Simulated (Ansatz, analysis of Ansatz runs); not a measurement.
## Migration in Zn3SbN3 (Cm): H transfer from N to N, charge +1

Aim: the barrier of one jump in Zn3SbN3 (Cm) at charge +1: H transfer from N to N. The model is a cell of 56 host atoms with 1 H put in; H is the atom that moves.

Main program and level: Ansatz 0.2.0; plane-wave PAW DFT, PBEsol; nudged elastic band between two relaxed defect structures at fixed charge in a uniform background.

## 1. Set-up

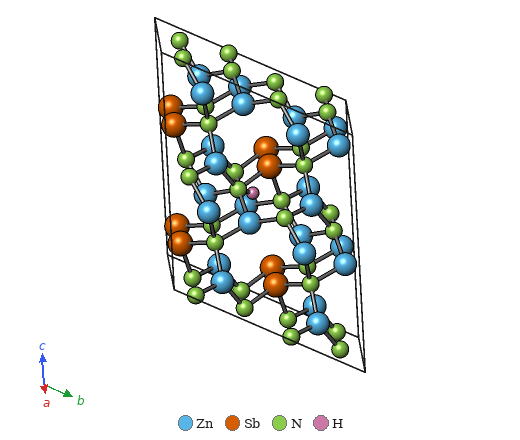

The cell as given, slightly off an axis (zinc blue, antimony orange, nitrogen green, hydrogen pink). Some periodic images of atoms are drawn too.

The cell holds 57 atoms: 24 Zn, 8 Sb, 24 N and 1 H. Cell: a = 9.402 Å, b = 9.402 Å, c = 11.075 Å, α = 114.5°, β = 114.5°, γ = 88.1°. It derives from Zn3SbN3 (space group Cm). Nearest the centre at fractional (0.412, 0.412, 0.350): H57 at 0.51 Å, Sb4 at 1.37 Å, N33 at 1.54 Å, N20 at 1.54 Å, Zn3 at 2.46 Å, Zn2 at 2.46 Å, Zn31 at 2.65 Å, Zn16 at 2.65 Å. The cell carries charge +1.

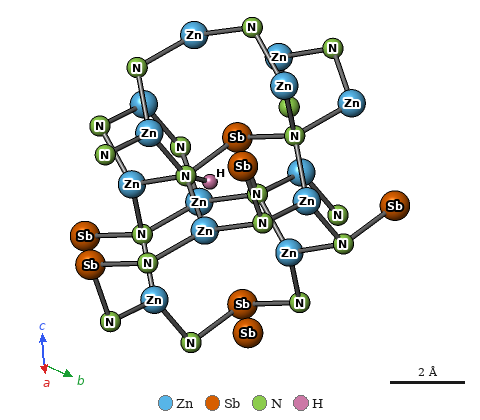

The atoms within 5 Å of the centre. Bonds to atoms that aren't drawn are left out.

As a file:

```xyz
57
Lattice="6.7597 -6.5343 0.0061 6.7597 6.5343 0.0061 -6.3964 0.0000 9.0407" Properties=species:S:1:pos:R:3 pbc="T T T"
Zn   -0.4041    0.0000    3.9840
Zn    1.6064   -1.4483    2.1727
Zn    1.6064    1.4483    2.1727
Sb    3.1510    0.0000    4.5261
N    -0.0531    1.7319    3.1623
N    -0.0531   -1.7319    3.1623
N     1.4415    0.0000    0.8548
Zn   -3.6023    0.0000    8.5043
Zn   -1.5918   -1.4483    6.6930
Zn   -1.5918    1.4483    6.6930
Sb   -0.0471    0.0000    9.0464
N    -3.2513    1.7319    7.6827
N    -3.2513   -1.7319    7.6827
N    -1.7566    0.0000    5.3751
Zn    2.9758    3.2672    3.9871
Zn    4.9862    1.8189    2.1758
Zn    4.9862    4.7155    2.1758
Sb    6.5309    3.2672    4.5292
N     3.3267    4.9991    3.1654
N     3.3267    1.5352    3.1654
N     4.8214    3.2672    0.8578
Zn   -0.2224    3.2672    8.5074
Zn    1.7880    1.8189    6.6961
Zn    1.7880    4.7155    6.6961
Sb    3.3327    3.2672    9.0495
N     0.1286    4.9991    7.6857
N     0.1286    1.5352    7.6857
N     1.6232    3.2672    5.3782
Zn    2.9758   -3.2672    3.9871
Zn    4.9862   -4.7155    2.1758
Zn    4.9862   -1.8189    2.1758
Sb    6.5309   -3.2672    4.5292
N     3.3267   -1.5352    3.1654
N     3.3267   -4.9991    3.1654
N     4.8214   -3.2672    0.8578
Zn   -0.2224   -3.2672    8.5074
Zn    1.7880   -4.7155    6.6961
Zn    1.7880   -1.8189    6.6961
Sb    3.3327   -3.2672    9.0495
N     0.1286   -1.5352    7.6857
N     0.1286   -4.9991    7.6857
N     1.6232   -3.2672    5.3782
Zn    6.3557    0.0000    3.9901
Zn    8.3661   -1.4483    2.1788
Zn    8.3661    1.4483    2.1788
Sb    9.9108    0.0000    4.5322
N     6.7066    1.7319    3.1684
N     6.7066   -1.7319    3.1684
N     8.2013    0.0000    0.8609
Zn    3.1575    0.0000    8.5105
Zn    5.1679   -1.4483    6.6992
Zn    5.1679    1.4483    6.6992
Sb    6.7126    0.0000    9.0526
N     3.5084    1.7319    7.6888
N     3.5084   -1.7319    7.6888
N     5.0031    0.0000    5.3812
H     3.3272   -0.5073    3.1698
```

The cell's shortest repeat is 9.4 Å.

## 2. Relaxation of the start point, charge +1

A barrier is counted from a minimum, so both ends are relaxed first. Small random displacements break the symmetry of the ideal sites, so that the defect can distort if it gains by it. The charge of +1 is set by the electron count, and a uniform background keeps the cell neutral.

Contents of qp1.start/input.yaml:

```yaml
crystal:
  lattice:
    - [6.75971426, -6.53433939, 0.00612541]
    - [6.75971426, 6.53433939, 0.00612541]
    - [-6.39637934, 0.0, 9.04065438]
  atoms:
    - { symbol: Zn, position: [0.17849326, 0.17849326, 0.44043488] }
    - { symbol: Zn, position: [0.34319894, 0.12155238, 0.24001245] }
    - { symbol: Zn, position: [0.12155238, 0.34319894, 0.24001245] }
    - { symbol: Sb, position: [0.46963901, 0.46963901, 0.50000293] }
    - { symbol: "N", position: [0.02893677, 0.29398648, 0.34957044] }
    - { symbol: "N", position: [0.29398648, 0.02893677, 0.34957044] }
    - { symbol: "N", position: [0.15126316, 0.15126316, 0.09434241] }
    - { symbol: Zn, position: [0.17849326, 0.17849326, 0.94043488] }
    - { symbol: Zn, position: [0.34319894, 0.12155238, 0.74001245] }
    - { symbol: Zn, position: [0.12155238, 0.34319894, 0.74001245] }
    - { symbol: Sb, position: [0.46963901, 0.46963901, 1.00000293] }
    - { symbol: "N", position: [0.02893677, 0.29398648, 0.84957044] }
    - { symbol: "N", position: [0.29398648, 0.02893677, 0.84957044] }
    - { symbol: "N", position: [0.15126316, 0.15126316, 0.59434241] }
    - { symbol: Zn, position: [0.17849326, 0.67849326, 0.44043488] }
    - { symbol: Zn, position: [0.34319894, 0.62155238, 0.24001245] }
    - { symbol: Zn, position: [0.12155238, 0.84319894, 0.24001245] }
    - { symbol: Sb, position: [0.46963901, 0.96963901, 0.50000293] }
    - { symbol: "N", position: [0.02893677, 0.79398648, 0.34957044] }
    - { symbol: "N", position: [0.29398648, 0.52893677, 0.34957044] }
    - { symbol: "N", position: [0.15126316, 0.65126316, 0.09434241] }
    - { symbol: Zn, position: [0.17849326, 0.67849326, 0.94043488] }
    - { symbol: Zn, position: [0.34319894, 0.62155238, 0.74001245] }
    - { symbol: Zn, position: [0.12155238, 0.84319894, 0.74001245] }
    - { symbol: Sb, position: [0.46963901, 0.96963901, 1.00000293] }
    - { symbol: "N", position: [0.02893677, 0.79398648, 0.84957044] }
    - { symbol: "N", position: [0.29398648, 0.52893677, 0.84957044] }
    - { symbol: "N", position: [0.15126316, 0.65126316, 0.59434241] }
    - { symbol: Zn, position: [0.67849326, 0.17849326, 0.44043488] }
    - { symbol: Zn, position: [0.84319894, 0.12155238, 0.24001245] }
    - { symbol: Zn, position: [0.62155238, 0.34319894, 0.24001245] }
    - { symbol: Sb, position: [0.96963901, 0.46963901, 0.50000293] }
    - { symbol: "N", position: [0.52893677, 0.29398648, 0.34957044] }
    - { symbol: "N", position: [0.79398648, 0.02893677, 0.34957044] }
    - { symbol: "N", position: [0.65126316, 0.15126316, 0.09434241] }
    - { symbol: Zn, position: [0.67849326, 0.17849326, 0.94043488] }
    - { symbol: Zn, position: [0.84319894, 0.12155238, 0.74001245] }
    - { symbol: Zn, position: [0.62155238, 0.34319894, 0.74001245] }
    - { symbol: Sb, position: [0.96963901, 0.46963901, 1.00000293] }
    - { symbol: "N", position: [0.52893677, 0.29398648, 0.84957044] }
    - { symbol: "N", position: [0.79398648, 0.02893677, 0.84957044] }
    - { symbol: "N", position: [0.65126316, 0.15126316, 0.59434241] }
    - { symbol: Zn, position: [0.67849326, 0.67849326, 0.44043488] }
    - { symbol: Zn, position: [0.84319894, 0.62155238, 0.24001245] }
    - { symbol: Zn, position: [0.62155238, 0.84319894, 0.24001245] }
    - { symbol: Sb, position: [0.96963901, 0.96963901, 0.50000293] }
    - { symbol: "N", position: [0.52893677, 0.79398648, 0.34957044] }
    - { symbol: "N", position: [0.79398648, 0.52893677, 0.34957044] }
    - { symbol: "N", position: [0.65126316, 0.65126316, 0.09434241] }
    - { symbol: Zn, position: [0.67849326, 0.67849326, 0.94043488] }
    - { symbol: Zn, position: [0.84319894, 0.62155238, 0.74001245] }
    - { symbol: Zn, position: [0.62155238, 0.84319894, 0.74001245] }
    - { symbol: Sb, position: [0.96963901, 0.96963901, 1.00000293] }
    - { symbol: "N", position: [0.52893677, 0.79398648, 0.84957044] }
    - { symbol: "N", position: [0.79398648, 0.52893677, 0.84957044] }
    - { symbol: "N", position: [0.65126316, 0.65126316, 0.59434241] }
    - { symbol: H, position: [0.450541, 0.372911, 0.350058] }
total_charge: 1
basis:
  ecutwfc: 420
  xc_grid: 2
hamiltonian:
  xc: pbesol
kpoints:
  mp_grid: { grid: [1, 1, 1], shift: [0.25, 0.25, 0.25] }
scf:
  occupations: { method: fixed }
  max_iter: 120
output:
  forces: true
relax:
  f_tol: 0.02
  max_steps: 70
  random_displacement: { amplitude: 0.03, seed: 5154 }
```

Started as:

```sh
ansatz run input.yaml --threads 32 --pin off --max-ram 84787MiB --backend cuda --events-out ev --progress --plain --runs-dir out --max-vram 78GiB
```

Numbers of over 12 decimals in the logs are rounded to 6 here.

The program printed:

```text
[... repeated set-up lines and file paths are left out, and long positions are rounded to six places ...]
The last accepted step is kept in <dir> (removed where the run ends without a failure and the disk answers)
Engine: ansatz 0.2.0, aarch64-unknown-linux-gnu
Pseudopotentials: kind: paw
Pseudopotential: Zn, paw, valence charge 12, recommended cutoff 420 eV (normal), Zn.paw.azcp
Pseudopotential: Sb, paw, valence charge 15, recommended cutoff 420 eV (normal), Sb.paw.azcp
Pseudopotential: N, paw, valence charge 5, recommended cutoff 420 eV (normal), N.paw.azcp
Pseudopotential: H, paw, valence charge 1, recommended cutoff 420 eV (normal), H.paw.azcp
Functional definition: PBEsol
  exchange = pbesol_x
  correlation = pbesol_c
[...]
Crystal: 57 atoms, lattice volume = 799.168 Å³
Basis set: ecut = 420 eV, 15649 PW (Γ), exchange–correlation on 128×128×150 points (8 copies of the dense FFT grid, shifted against one another)
Bands: 321, of which v1, the nominal top of the filled ones, is band 264 counted from 1 (263 counted from 0)
Symmetry: 1 space group operations
k-points: 1
Non-local potential: Zn, projectors of the file, l = 0: 2, l = 1: 2, l = 2: 3, l = 3: 1
Non-local potential: Sb, projectors of the file, l = 0: 2, l = 1: 2, l = 2: 2, l = 3: 2
Non-local potential: N, projectors of the file, l = 0: 2, l = 1: 2, l = 2: 1
Non-local potential: H, projectors of the file, l = 0: 2, l = 1: 1
PAW form: soft (Blöchl's): semilocal exchange-correlation on the pseudo side does not see the compensation charge
PAW frozen core: Zn, regenerated for the run's functional, and the local potential with it (the file was generated under x = pbe(κ = 0.804, μ = 0.219515), c = pbe(β = 0.066725))
PAW frozen core: Sb, regenerated for the run's functional, and the local potential with it (the file was generated under x = pbe(κ = 0.804, μ = 0.219515), c = pbe(β = 0.066725))
PAW frozen core: N, regenerated for the run's functional, and the local potential with it (the file was generated under x = pbe(κ = 0.804, μ = 0.219515), c = pbe(β = 0.066725))
PAW one-centre angular grid: Zn, 590 points (default); XC on 64 Gauss nodes
PAW one-centre angular grid: Sb, 590 points (default); XC on 64 Gauss nodes
PAW one-centre angular grid: N, 110 points (default); XC on 64 Gauss nodes
PAW one-centre angular grid: H, 110 points (default); XC on 64 Gauss nodes
Initial density: superposition of atomic densities (neutral atoms scaled as one to the charged cell's electrons: chi_scale 0, normalization atom), corrected by the library's trained network
Initial wavefunctions: pseudopotential atomic-orbital guess
[...]
Functional: x = pbesol(κ = 0.804, μ = 0.123457), c = pbesol(β = 0.046)
SCF iter   1: F=—  HF=-139108.194590 eV  |F-HF|=—  |Δ(HF+E_count)|=         —  Δρ=1.21e-2  dr2=1.30e0  ethr=1.77e-3  ⟨swp⟩=5.0  Hψ=1074  notcnv=0  defer=55
preconditioner: auto → Resta (q_TF=auto, 2.546 Å⁻¹)  ε∞=5.4  [insulator: Δε(μ)=1.709 eV  Ē_g=14.320 eV  n_scr=226 (ndim 8)  ℏωp=30.2 eV  f_vac=0.020  ε∞_Penn≈5.4]
SCF iter   2: F=—  HF=-139107.874507 eV  |F-HF|=—  |Δ(HF+E_count)|=   3.20e-1  Δρ=2.80e-3  dr2=8.70e-2  ethr=2.46e-4  ⟨swp⟩=3.0  Hψ=579  notcnv=0  defer=55
[...]
SCF iter   8: F=-139107.843333 eV  HF=-139107.843336 eV  |F-HF|=3.32e-6  |Δ(HF+E_count)|=   1.57e-5  Δρ=2.54e-5  dr2=6.25e-6  ethr=1.89e-9  ⟨swp⟩=4.0  Hψ=1067  notcnv=0
SCF 1 converged in 8 iterations: F = -139107.843333 eV  dr2 = 6.25e-6
  greatest PAW one-centre occupation: 0.998 electrons in one spin orbital (limit 2), on the Sb atom at site 3 (counted from 0), in its partial waves of l = 2
relax step   1: F+E_penalty+E_count = -139107.84333250 eV  Δ(F+E_penalty+E_count) = +0.000e0 eV  max|allowed force component| = 1.089e1 eV/Å  Δτ_max = 0.0000 Å  (8 SCF iters, dr2 threshold 1.00e-5 eV, accepted)
[... the SCF cycles and remarks between the steps are left out from here to the last step ...]
relax step   2: F+E_penalty+E_count = -139110.30439906 eV  Δ(F+E_penalty+E_count) = -2.461e0 eV  max|allowed force component| = 3.005e0 eV/Å  Δτ_max = 0.1808 Å  (7 SCF iters, dr2 threshold 1.00e-4 eV, accepted)
relax step   5: F+E_penalty+E_count = -139111.34180131 eV  Δ(F+E_penalty+E_count) = -1.650e-1 eV  max|allowed force component| = 3.927e-1 eV/Å  Δτ_max = 0.2000 Å  (6 SCF iters, dr2 threshold 1.00e-4 eV, accepted)
relax step   8: F+E_penalty+E_count = -139111.43163564 eV  Δ(F+E_penalty+E_count) = -1.866e-2 eV  max|allowed force component| = 2.716e-1 eV/Å  Δτ_max = 0.0770 Å  (6 SCF iters, dr2 threshold 1.62e-5 eV, accepted)
relax step  11: F+E_penalty+E_count = -139111.57229826 eV  Δ(F+E_penalty+E_count) = -5.899e-2 eV  max|allowed force component| = 1.474e-1 eV/Å  Δτ_max = 0.2000 Å  (6 SCF iters, dr2 threshold 1.00e-4 eV, accepted)
[...]
SCF 13 converged in 9 iterations: F = -139111.579253 eV  dr2 = 4.07e-8
[...]
relax step  14: F+E_penalty+E_count = -139111.58024284 eV  Δ(F+E_penalty+E_count) = -9.901e-4 eV  max|allowed force component| = 5.204e-2 eV/Å  Δτ_max = 0.0218 Å  (7 SCF iters, accepted)
[...]
SCF 16 converged in 2 iterations: F = -139111.581153 eV  dr2 = 3.17e-8
[...]
atoms:
    - { symbol: Zn, position: [0.175556, 0.180316, 0.443450] }
    - { symbol: Zn, position: [0.327629, 0.113125, 0.238732] }
    - { symbol: Zn, position: [0.117729, 0.343005, 0.241508] }
    - { symbol: Sb, position: [0.462117, 0.476867, 0.512425] }
    - { symbol: N, position: [0.023990, 0.294789, 0.351353] }
    - { symbol: N, position: [0.289367, 0.027262, 0.354557] }
    - { symbol: N, position: [0.148138, 0.153548, 0.094480] }
    - { symbol: Zn, position: [0.175617, 0.179493, 0.940895] }
    - { symbol: Zn, position: [0.338560, 0.122798, 0.741127] }
    - { symbol: Zn, position: [0.119443, 0.345270, 0.745053] }
    - { symbol: Sb, position: [0.469245, 0.471921, 1.001365] }
    - { symbol: N, position: [0.025199, 0.294942, 0.852415] }
    - { symbol: N, position: [0.291970, 0.030034, 0.852044] }
    - { symbol: N, position: [0.149203, 0.156851, 0.598002] }
    - { symbol: Zn, position: [0.176899, 0.681297, 0.444322] }
    - { symbol: Zn, position: [0.337977, 0.624601, 0.245133] }
    - { symbol: Zn, position: [0.118647, 0.842388, 0.243240] }
    - { symbol: Sb, position: [0.470292, 0.972763, 0.504448] }
    - { symbol: N, position: [0.029304, 0.799208, 0.357250] }
    - { symbol: N, position: [0.291129, 0.528228, 0.353883] }
    - { symbol: N, position: [0.149066, 0.652828, 0.097927] }
    - { symbol: Zn, position: [0.175574, 0.679714, 0.944582] }
    - { symbol: Zn, position: [0.341596, 0.623373, 0.745706] }
    - { symbol: Zn, position: [0.120759, 0.843357, 0.744166] }
    - { symbol: Sb, position: [0.468254, 0.971505, 1.001743] }
    - { symbol: N, position: [0.025894, 0.792961, 0.851690] }
    - { symbol: N, position: [0.291316, 0.530676, 0.854147] }
    - { symbol: N, position: [0.153600, 0.653993, 0.598968] }
    - { symbol: Zn, position: [0.678290, 0.178492, 0.437803] }
    - { symbol: Zn, position: [0.847709, 0.110279, 0.238666] }
    - { symbol: Zn, position: [0.680034, 0.350524, 0.208072] }
    - { symbol: Sb, position: [0.973623, 0.472543, 0.508147] }
    - { symbol: N, position: [0.513096, 0.288428, 0.358131] }
    - { symbol: N, position: [0.791360, 0.027146, 0.349563] }
    - { symbol: N, position: [0.659653, 0.140216, 0.085406] }
    - { symbol: Zn, position: [0.673435, 0.171496, 0.925401] }
    - { symbol: Zn, position: [0.840733, 0.121033, 0.735854] }
    - { symbol: Zn, position: [0.620036, 0.343313, 0.740246] }
    - { symbol: Sb, position: [0.966965, 0.470483, 1.003077] }
    - { symbol: N, position: [0.524485, 0.294308, 0.848182] }
    - { symbol: N, position: [0.791494, 0.023147, 0.842297] }
    - { symbol: N, position: [0.649720, 0.155266, 0.592269] }
    - { symbol: Zn, position: [0.671284, 0.677243, 0.441926] }
    - { symbol: Zn, position: [0.843515, 0.632707, 0.242567] }
    - { symbol: Zn, position: [0.617974, 0.842621, 0.242552] }
    - { symbol: Sb, position: [0.968625, 0.974860, 0.505804] }
    - { symbol: N, position: [0.524879, 0.793761, 0.351802] }
    - { symbol: N, position: [0.801154, 0.541750, 0.360559] }
    - { symbol: N, position: [0.650553, 0.655178, 0.095747] }
    - { symbol: Zn, position: [0.678052, 0.681117, 0.942095] }
    - { symbol: Zn, position: [0.840499, 0.620832, 0.742281] }
    - { symbol: Zn, position: [0.617631, 0.841180, 0.739563] }
    - { symbol: Sb, position: [0.965508, 0.971001, 0.999049] }
    - { symbol: N, position: [0.526136, 0.794825, 0.851574] }
    - { symbol: N, position: [0.791477, 0.528854, 0.852224] }
    - { symbol: N, position: [0.648383, 0.648377, 0.595644] }
    - { symbol: H, position: [0.508891, 0.333506, 0.285989] }
```

Wall time 8.8 s (1 × NVIDIA GB200 with 32 threads of Arm Neoverse V2, shared host); peak memory 1.3 GiB; 41 s of CPU time.

Step by step:

| step | energy less that of the first step (eV) | largest force component (eV/Å) |
| --- | --- | --- |
| 1 | 0.0000 | 10.8921 |
| 2 | -2.4611 | 3.0046 |
| 3 | -3.0331 | 1.7403 |
| 4 | -3.3335 | 0.8726 |
| 5 | -3.4985 | 0.3927 |
| 6 | -3.5501 | 0.3528 |
| 7 | -3.5696 | 0.2120 |
| 8 | -3.5883 | 0.2716 |
| 9 | -3.6301 | 0.4682 |
| 10 | -3.6700 | 0.9125 |
| 11 | -3.7290 | 0.1474 |
| 12 | -3.7088 | 0.1987 |
| 13 | -3.7359 | 0.0621 |
| 14 | -3.7369 | 0.0520 |
| 15 | -3.7378 | 0.0065 |
| 16 | -3.7378 | 0.0065 |

Relaxation step 12 was tried and not accepted.

The atoms that moved most (Å, from the sites as typed, ahead of the random displacement, the mean shift of all atoms taken out):

```csv
atom,dx,dy,dz,length
H57,0.541,-0.641,-0.582,1.021
Zn31,0.653,-0.337,-0.291,0.790
N33,-0.196,0.065,0.075,0.219
Sb4,-0.078,0.094,0.110,0.164
N35,0.043,-0.129,-0.083,0.160
Zn2,-0.150,0.044,-0.014,0.157
Zn36,0.018,-0.015,-0.138,0.140
N48,0.068,0.035,0.097,0.124
```

Neighbours of H57 at the end:

```
atom  distance (Å)
 N33         1.036
Zn31         2.155
 Zn2         2.464
 Sb4         2.524
Zn29         2.672
 N20         2.827
 N48         3.034
Zn43         3.046
 N35         3.055
```

Read from the output:

```
free energy                                                                                       : -139111.5812 eV
r.m.s. move of the farther half of the atoms                                                      : 0.05624 Å
largest move from the ideal geometry of this structure, a common shift of the far atoms taken out : 1.045 Å
```

The relaxation gained 3.738 eV and ended with a largest force component of 0.0065 eV/Å.

(Continued in part 2 of 5.)

[Logs are printed without paths, hosts, clocks, repeated set-up lines and the standing remarks that a program may print on its own settings, such as how far it seeks lower states.]

[Hosts, paths, dates, database ids (printed as entryN), source tags and the programs' standing remarks are cut or masked in the printed files.]
